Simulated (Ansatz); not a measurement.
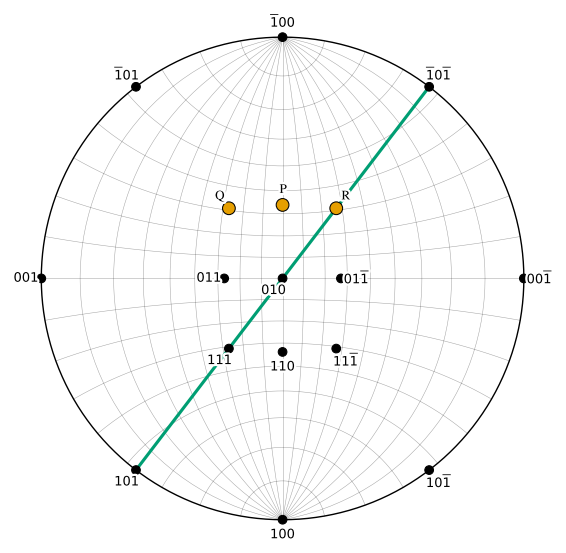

For Br, a calculation's input that goes back to an entry of the Crystallography Open Database (an earlier step may have relaxed or displaced it): stereographic projection of plane normals (upper hemisphere) centred on (0 1 0). All values are computed from the atomic coordinates in the standard setting (tolerance 0.002 Å).

a = 6.670 Å, b = 4.480 Å, c = 8.720 Å, α = 90.00°, β = 90.00°, γ = 90.00°.

Q: Index the poles marked P, Q, R.

A: P is (−1 1 0), 33.9° from the centre; Q is (−1 1 1), 40.2° from the centre; R is (−1 1 −1), 40.2° from the centre.

Q: Which zone does the coloured great circle trace?

A: The zone [1 0 −1]: its poles satisfy h − l = 0.

Q: What is the angle between the normals of (1 1 −1) and (−1 0 −1), and what are their d_hkl = 1/|g|?

A: 99.7°; d = 3.421 Å and 5.298 Å.
